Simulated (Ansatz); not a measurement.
**Ligand exchange: C3H9MgN + N2H4 → C2H8MgN2 + CH5N**

Species: C3H9MgN `[CH3][Mg][N](C)C`, singlet; N2H4 (hydrazine) `NN`, singlet; C2H8MgN2 `C[N](C)[Mg][NH2]`, singlet; CH5N (methylamine) `CN`, singlet. The partners trade CH3 for NH2: Mg–CH3 and N–NH2 bonds give way to Mg–NH2 and N–CH3.

Shapes, held fixed at every level: PBE0-D4/def2-TZVP. Flexible molecules stand in one conformer, not always the lowest. Programs: Ansatz 0.2.0. Electronic energies: no zero-point or thermal term.

| level | kind | ΔE (kJ/mol) | less CCSD(T)/def2-TZVPP |
| --- | --- | --- | --- |
| HF/def2-SVP | Hartree–Fock | -172.7 | -9.4 |
| HF/def2-TZVPP | Hartree–Fock | -170.4 | -7.1 |
| r2SCAN-D4/def2-TZVPP | meta-GGA | -162.1 | +1.2 |
| BHLYP-D4/def2-TZVPP | global hybrid | -164.7 | -1.4 |
| B2PLYP/def2-TZVPP | double hybrid | -164.2 | -0.9 |
| MP2/def2-SVP | perturbation theory | -173.6 | -10.3 |
| CCSD(T)/def2-SVP | coupled cluster or CI | -166.1 | -2.8 |
| CCSD(T)/def2-TZVPP | coupled cluster or CI | -163.3 | 0.0 |

The highest level, CCSD(T)/def2-TZVPP, gives ΔE = -163.3 kJ/mol; the levels span -173.6 to -162.1. The column of differences is taken from that level and isn't an error. No measured value is set beside it here. Outer-core shells of Mg are correlated, in sets that cover them unevenly.

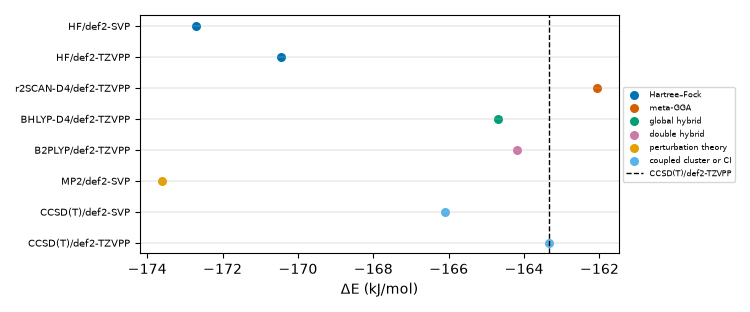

The values of the table, level by level.
